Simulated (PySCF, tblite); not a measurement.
**C5H2F3O2 radical: geometry, infrared bands and EPR parameters**

Aim: predict the infrared bands and EPR parameters of C5H2F3O2 radical (`[CH2]C#CC(=O)OC(F)(F)F`).

Programs: tblite 0.8.0 and PySCF 2.14.0, with density-fitted response routines of our own. Each step states its level of theory. These are calculated values for one molecule in the gas phase, unless marked as measured. Atoms are numbered from 0 throughout.

## (1) The molecule as given

12 atoms, charge 0, multiplicity 2; geometry from: force field or distance geometry start.

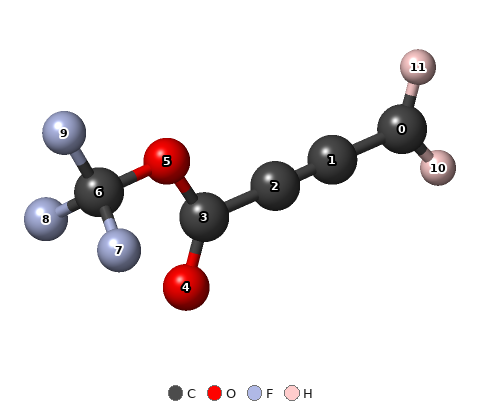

The starting geometry (carbon dark grey, oxygen red, fluorine light blue, hydrogen pink), atoms numbered; sticks join atoms by distance.

## (2) Relaxing the molecule with GFN2-xTB

The job: settings as JSON, then the geometry in Å.

```
{"job": {"kind": "relax", "xc": "GFN2-xTB", "basis": "xTB"}, "charge": 0, "multiplicity": 2}
C      3.466500    -0.062400    -0.341900
C      2.045700    -0.184000    -0.279400
C      0.865500    -0.304200    -0.207100
C     -0.578100    -0.427700    -0.147900
O     -1.134700    -1.408300    -0.615100
O     -1.143200     0.605700     0.493600
C     -2.531400     0.466000     0.554600
F     -2.874800    -0.630900     1.259900
F     -3.072200     0.432900    -0.672200
F     -3.037200     1.538000     1.211600
H      4.048100    -0.826500    -0.829200
H      3.947000     0.800600     0.091200
```

Started as:

```sh
$ OMP_NUM_THREADS=1 python probes_run.py task.json out
```

The driver reads the jobs from task.json and runs them one after another.

Log:

```text
step      E/eV     max force
  0    -923.34137    6.640
  1    -923.22722    8.472
  2    -923.75921    1.391
  3    -923.78228    0.590
  4    -923.79245    0.358
  5    -923.79786    0.392
  6    -923.80034    0.192
  7    -923.80382    0.253
  8    -923.80847    0.295
  9    -923.81147    0.183
 10    -923.81392    0.111
 11    -923.81521    0.111
 12    -923.81607    0.115
 13    -923.81687    0.076
 14    -923.81778    0.095
 15    -923.81857    0.108
 16    -923.81903    0.064
 17    -923.81928    0.044
 18    -923.81948    0.041
 19    -923.81968    0.050
 20    -923.81982    0.031
 21    -923.81991    0.029
 22    -923.81999    0.032
 23    -923.82010    0.056
 24    -923.82023    0.061
 25    -923.82038    0.043
 26    -923.82057    0.049
 27    -923.82083    0.065
 28    -923.82115    0.067
 29    -923.82142    0.053
 30    -923.82159    0.036
 31    -923.82172    0.035
 32    -923.82185    0.043
 33    -923.82200    0.041
 34    -923.82212    0.035
 35    -923.82223    0.037
 36    -923.82237    0.047
 37    -923.82259    0.063
 38    -923.82286    0.065
 39    -923.82308    0.035
 40    -923.82320    0.020
 41    -923.82325    0.021
 42    -923.82329    0.018
 43    -923.82331    0.009
```

It took 0.24 s on 1 thread of Arm Neoverse V1, shared host.

Relaxation path: (not every step is listed) (the energy doesn't fall at every step)

```
step  energy from step 0 (eV)  largest force (eV/Å)
   0                   0.0000                6.6395
   1                   0.1141                8.4720
   2                  -0.4178                1.3915
   3                  -0.4409                0.5897
   4                  -0.4511                0.3583
   5                  -0.4565                0.3916
   6                  -0.4590                0.1922
   7                  -0.4624                0.2526
   8                  -0.4671                0.2948
  11                  -0.4738                0.1108
  14                  -0.4764                0.0953
  17                  -0.4779                0.0440
  20                  -0.4785                0.0315
  23                  -0.4787                0.0560
  26                  -0.4792                0.0493
  29                  -0.4801                0.0535
  32                  -0.4805                0.0435
  35                  -0.4809                0.0373
  38                  -0.4815                0.0647
  39                  -0.4817                0.0350
  40                  -0.4818                0.0200
  41                  -0.4819                0.0206
  42                  -0.4819                0.0175
  43                  -0.4819                0.0086
```

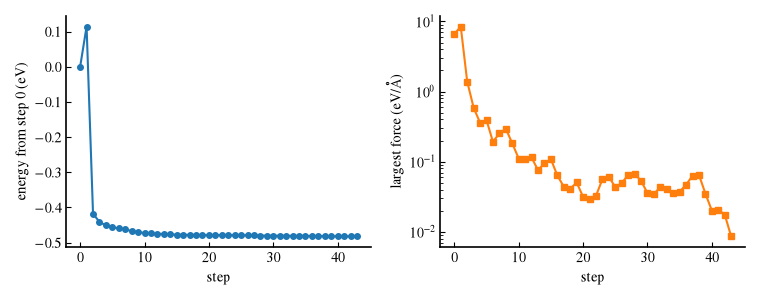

Energy and force, step by step.

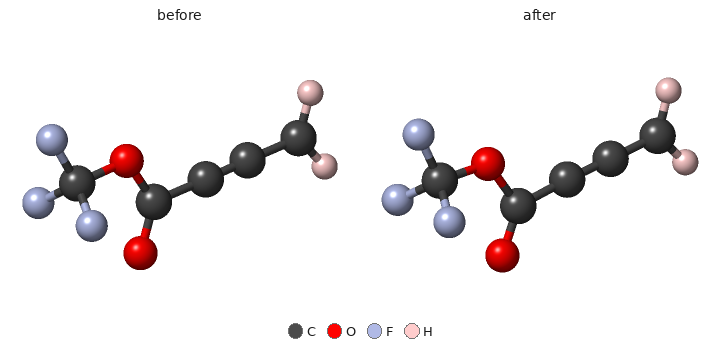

The geometry before (left) and after (right).

Distances of close pairs at the start and the end, largest changes first:

```
 bond  before (Å)  after (Å)  change (Å)
C0–C1       1.427      1.337      -0.090
C3–O5       1.341      1.418      +0.076
O5–C6       1.397      1.335      -0.062
C2–C3       1.450      1.406      -0.044
C1–C2       1.189      1.231      +0.043
C3–O4       1.221      1.194      -0.026
C6–F9       1.355      1.331      -0.024
C6–F7       1.349      1.334      -0.015
```

The end geometry stands in the next job.

## (3) Harmonic vibrations with GFN2-xTB

The job: settings as JSON, then the geometry in Å.

```
{"job": {"kind": "ir", "xc": "GFN2-xTB", "basis": "xTB"}, "charge": 0, "multiplicity": 2}
C      3.411008    -0.026756    -0.320194
C      2.084988    -0.193106    -0.277062
C      0.862915    -0.336165    -0.230098
C     -0.525157    -0.561404    -0.214919
O     -1.129940    -1.486183    -0.668001
O     -1.164036     0.516354     0.448402
C     -2.493103     0.489188     0.569261
F     -2.944322    -0.552744     1.269238
F     -3.135419     0.481103    -0.599634
F     -2.876552     1.587527     1.216088
H      4.040464    -0.761395    -0.791909
H      3.870352     0.842896     0.116932
```

Log:

```text
mode    cm-1     km/mol
  1      42.9      0.70
  2      65.5      0.43
  3      80.0      0.40
  4     148.0      0.01
  5     152.8      0.55
  6     160.0      0.07
  7     269.0      0.88
  8     339.5      0.52
  9     363.7     27.79
 10     373.8      0.93
 11     395.7      0.66
 12     485.9      6.33
 13     552.5      8.02
 14     573.0     33.92
 15     612.1     33.15
 16     647.9     56.71
 17     764.2     36.21
 18     826.6    122.07
 19     866.2     95.72
 20     942.9      7.08
 21     986.7    489.92
 22    1074.8    456.54
 23    1111.9    324.88
 24    1167.7    767.47
 25    1300.7     22.19
 26    1423.3     22.37
 27    1769.4    550.13
 28    2155.6    155.67
 29    3098.0      8.52
 30    3127.9      0.02
```

Wall time 0.34 s (1 thread of Arm Neoverse V1, shared host).

Which atoms move in the most intense modes:

```
cm⁻¹  km/mol                               atoms
 827   122.1  O5 53 %, F8 12 %, F7 12 %, O4 11 %
 866    95.7  C3 23 %, O5 17 %, F9 16 %, F7 10 %
 987   489.9                    C3 46 %, O5 32 %
1075   456.5           C6 76 %, F7 12 %, F8 12 %
1112   324.9                    C6 74 %, F9 16 %
1168   767.5                    C6 69 %, O5 23 %
1769   550.1                    C3 61 %, O4 35 %
2156   155.7                    C1 51 %, C2 46 %
```

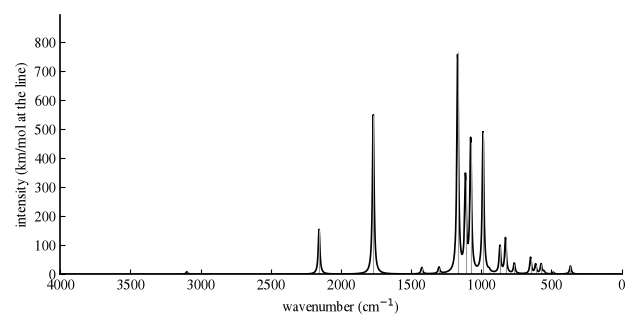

The infrared spectrum from these modes, unscaled. Lines are broadened to a width of 14 cm⁻¹ (Lorentzian).

## (4) g tensor and hyperfine couplings: B3LYP/pcH-1

The job, as its differences from that of step 3:

```diff
@@ -1,2 +1,2 @@
-{"job": {"kind": "ir", "xc": "GFN2-xTB", "basis": "xTB"}, "charge": 0, "multiplicity": 2}
+{"job": {"kind": "epr", "basis": "pcH-1"}, "charge": 0, "multiplicity": 2}
 C      3.411008    -0.026756    -0.320194
```

Level: UKS B3LYP, pcH-1 on C F H O, non-relativistic, mean-field spin-orbit, GIAO.

Log:

```text
UKS, coarse grid
  cycle   1  E = -641.32834924  |g| = 9.65e-01
  cycle   2  E = -640.51639677  |g| = 1.80e+00
  cycle   3  E = -641.59019130  |g| = 3.84e-01
  cycle   4  E = -641.64319800  |g| = 8.00e-02
  cycle   5  E = -641.64523753  |g| = 2.26e-02
  cycle   6  E = -641.64548806  |g| = 1.03e-02
  cycle   7  E = -641.64554774  |g| = 6.29e-03
  cycle   8  E = -641.64557737  |g| = 3.66e-03
  cycle   9  E = -641.64558869  |g| = 2.02e-03
  cycle  10  E = -641.64559159  |g| = 4.85e-04
UKS, final grid
  cycle   1  E = -641.64572317  |g| = 5.42e-04
  cycle   2  E = -641.64572289  |g| = 1.04e-03
  cycle   3  E = -641.64572341  |g| = 1.95e-04
  cycle   4  E = -641.64572344  |g| = 9.04e-05
  cycle   5  E = -641.64572347  |g| = 6.83e-05
  cycle   6  E = -641.64572347  |g| = 2.19e-05
E = -641.64572347 Eh   <S^2> = 0.7733 (exact 0.7500)
g shifts (ppm)      1          2          3
  rmc          -166       -166       -166
  gc             -5         34         38
  oz_so         -50       1379       2355
  total        -221       1247       2227
hyperfine (MHz)  atom isotope    a_iso     a_fc   dipolar eigenvalues
    0   13C      57.58      57.58    -54.94    -53.98    108.91
    1   13C     -62.67     -62.67    -22.77     -0.67     23.43
    2   13C      42.78      42.78    -43.31    -30.97     74.28
    3   13C     -30.80     -30.80     -4.58      0.56      4.02
    4   17O      -9.94      -9.94    -44.04     21.55     22.49
    5   17O       0.57       0.57     -3.29      1.09      2.20
    6   13C      -0.57      -0.57     -0.30     -0.23      0.53
    7   19F       3.84       3.84     -3.36     -2.23      5.59
    8   19F       3.82       3.82     -3.35     -2.21      5.56
    9   19F      -0.86      -0.86     -0.69      0.23      0.46
   10    1H     -49.14     -49.14    -25.09     -1.36     26.44
   11    1H     -49.19     -49.19    -25.12     -1.35     26.47
```

It took 75 s on 1 thread of Arm Neoverse V1, shared host; peak memory 1 GiB.

Principal g values 2.00210, 2.00357, 2.00455; g(iso) = 2.00340, against 2.00232 for a free electron.

Hyperfine couplings; where a row names several nuclei, a(iso) is their mean (it holds for fast rotation or exchange) and the dipolar term the largest among them:

```
    nuclei  isotope  a(iso) (MHz)  a(iso) (G, at g = 2.0023)  largest dipolar term (MHz)
        C1      13C         -62.7                      -22.4                        23.4
        C0      13C          57.6                       20.5                       108.9
  H10, H11       1H         -49.2                      -17.5                        26.5
        C2      13C          42.8                       15.3                        74.3
        C3      13C         -30.8                      -11.0                        -4.6
        O4      17O          -9.9                       -3.5                       -44.0
F7, F8, F9      19F           2.3                        0.8                         5.6
        O5      17O           0.6                        0.2                        -3.3
        C6      13C          -0.6                       -0.2                         0.5
```

Mulliken spin populations:

```
atom  value (e)
  C0       0.71
  C1      -0.25
  C2       0.50
  C3      -0.05
  O4       0.14
  O5       0.01
  C6       0.00
  F7       0.00
  F8       0.00
  F9       0.00
 H10      -0.03
 H11      -0.03
```

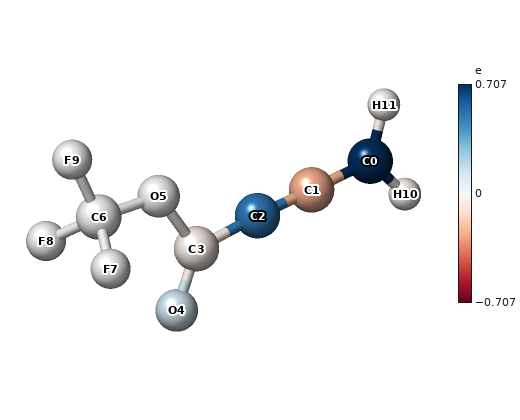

Mulliken spin populations, as colours on the atoms.

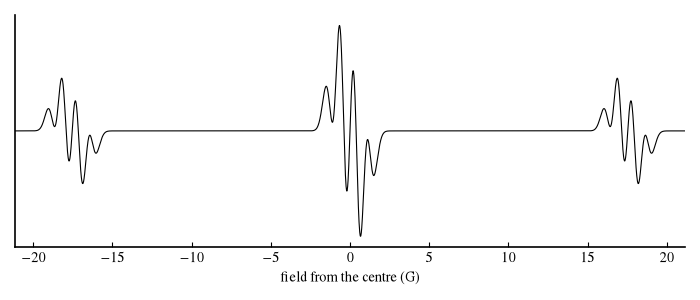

First-order isotropic spectrum (first derivative, main isotopes with spin only, couplings over 0.8 MHz, Gaussian width 0.3 G; couplings of the frozen geometry, rotation of groups not averaged beyond the rows shown).

The fields below are evaluated on a grid from the run's orbitals.

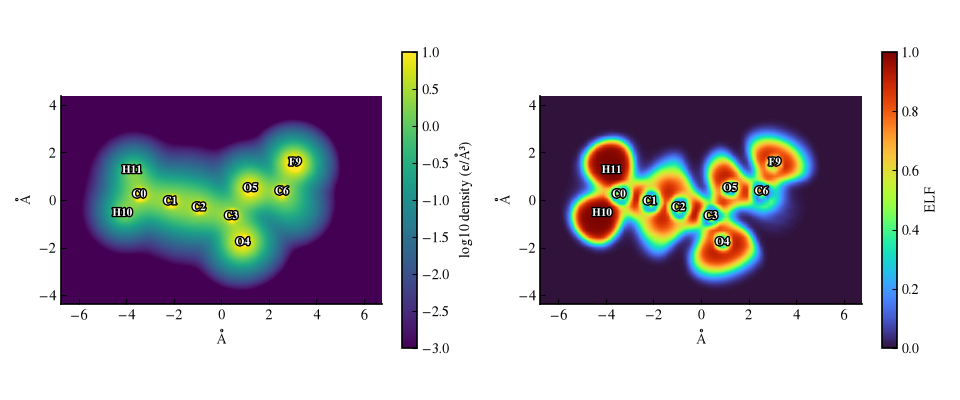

Density (left) and ELF (right) in a plane through or near 10 of the atoms.

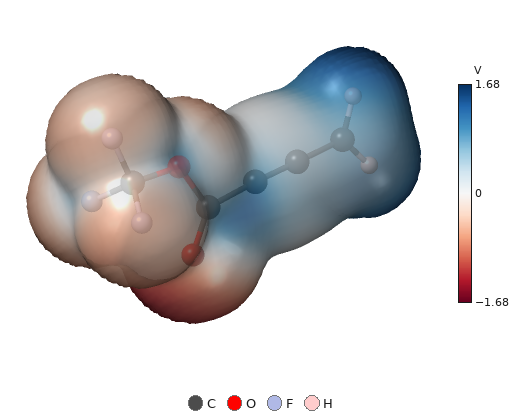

Electrostatic potential on the surface of density 0.002 e/bohr³; red is low, blue high. It runs from -1.25 V near O4 to 1.68 V near H11.

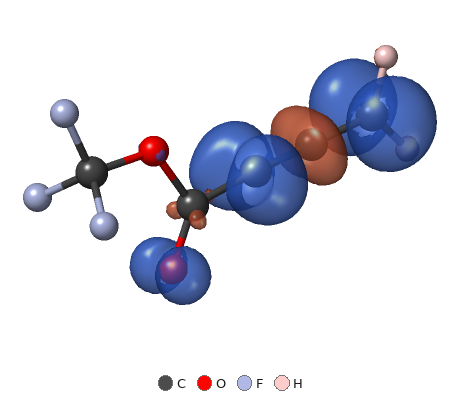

Spin density at ±0.03 e/Å³ (alpha excess blue, beta excess red).

## (5) What came out

| quantity | value |
| --- | --- |
| strongest single infrared mode (GFN2-xTB) | 1168 cm⁻¹, 767 km/mol |
| zero-point energy (GFN2-xTB) | 37.0 kcal/mol |
| g(iso) (B3LYP) | 2.00340 |
| ⟨S²⟩ | 0.773 (exact 0.75) |
| largest a(iso) (averaged by class) | 13C on C1, -62.7 MHz |
| potential on the surface of density 0.002 e/bohr³, 1st and 99th percentile | -1.25 V and 1.68 V |

In words: Relaxing lowered the energy by 0.482 eV in 43 steps; the close pair that moved most is C0–C1, from 1.427 to 1.337 Å. All 30 modes are real, so the xTB geometry is a minimum. The strongest single mode, at 1168 cm⁻¹, moves mainly C6. Unscaled tight-binding wavenumbers are off by several per cent, some by more. Its intensities can rank the bands wrongly. The largest spin populations lie on C0 (0.71 e), C2 (0.50 e). The isotropic g lies 1.1 ppt above the free-electron value. The conformer search found further structures of the same energy, which may be mirror or relabelled copies of this one.
